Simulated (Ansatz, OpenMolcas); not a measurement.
**Errors in the atomisation enthalpy at 298 K**

9 molecules without hydrogen; the atomisation enthalpy at 298 K in kJ/mol, computed less measured. Shapes, held fixed at every level: PBE0-D4/def2-TZVP. Flexible molecules stand in one conformer, not always the lowest. Thermal terms are harmonic and unscaled (PBE0-D4/def2-TZVP); the spin-orbit lowering of the free atoms is taken from their spectra. Programs: Ansatz 0.2.0, OpenMolcas 26.06. Measured values: Active Thermochemical Tables, NIST-JANAF tables.

Levels: A = TPSS/6-311+G**; B = PBE0-D4/def2-TZVPP; C = MP2/def2-SVP.

```tsv
molecule	from tabulated heats	A	B	C
BCl2F (dichlorofluoroborane)	1537	-36	+17	+12
BCl3 (boron trichloride)	1337	-22	+34	+5
S2F2 (Difluorodisulfane)	1049	-97	-14	-211
PF3 (phosphorus trifluoride)	1513	-130	-40	-157
SO3 (sulfur trioxide)	1420	-208	-21	-239
C3O2 (SMILES O=C=C=C=O)	2745	+7	+62	+35
SO2F2 (SMILES O=S(=O)(F)F)	1693	-256	-18	-270
SF4 (sulfur tetrafluoride)	1358	-144	-7	-193
SiF4 (silicon tetrafluoride)	2382	-198	-81	-128
```

Q: Which level does best on this set, which worst, and which err to one side?

A: 
| level | kind | mean error | mean absolute error | worst case |
| --- | --- | --- | --- | --- |
| TPSS/6-311+G** | meta-GGA | -120.4 | 122.0 | SO2F2 |
| PBE0-D4/def2-TZVPP | global hybrid | -7.6 | 32.7 | SiF4 |
| MP2/def2-SVP | perturbation theory | -127.3 | 138.9 | SO2F2 |

On this set PBE0-D4/def2-TZVPP has the smallest mean absolute error and MP2/def2-SVP the largest. TPSS/6-311+G** is too low in 8 of 9; PBE0-D4/def2-TZVPP is too low in 6 of 9; MP2/def2-SVP is too low in 6 of 9. The heats of SO2F2, SF4 come from older tables and can be uncertain by 10 kJ/mol or more. Heats of the atoms come from ATcT where it has them, that of boron, 570 kJ/mol, from recent work. The levels differ in basis as well as in method. The tabulated values of BCl2F, S2F2 are in doubt (older tables, estimates, or at odds with other calculations) and kept here. Over the 7 molecules whose values aren't doubted the mean absolute errors are A 137.9; B 37.6; C 146.7. Correlated wave functions converge slowly with the basis. The set is small.

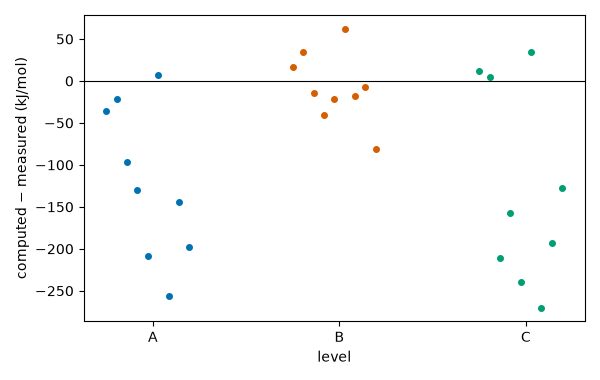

Errors of each level, one point a molecule.
